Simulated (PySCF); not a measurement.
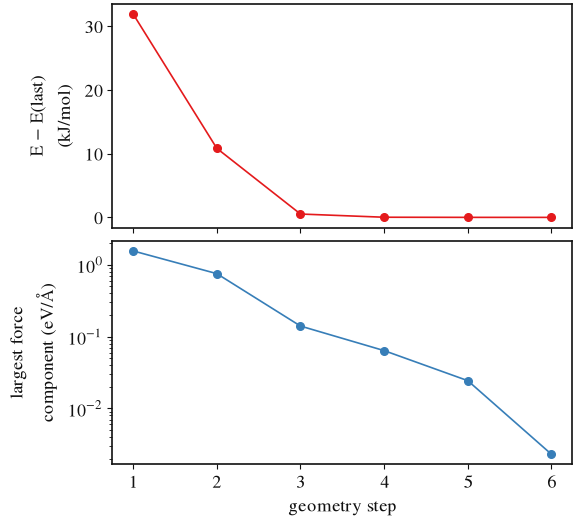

History of a geometry optimisation. The start has point group C3v, which is kept. A held symmetry can leave a saddle point.

I3S (SMILES I[S+](I)I) (charge +1); RKS-based PBE0, S def2-TZVP, I def2-TZVP with ECP28; non-relativistic Hamiltonian with scalar-relativistic core potentials; density fitting (PySCF 2.14.0).

> How did the optimisation end?

The optimisation met its thresholds at geometry 6, counting the start as the first. The energy fell by about 32 kJ/mol from the first step to the last. The largest force component goes from about 1.6 eV/Å at the start to 2.3 × 10⁻³ eV/Å at the end.
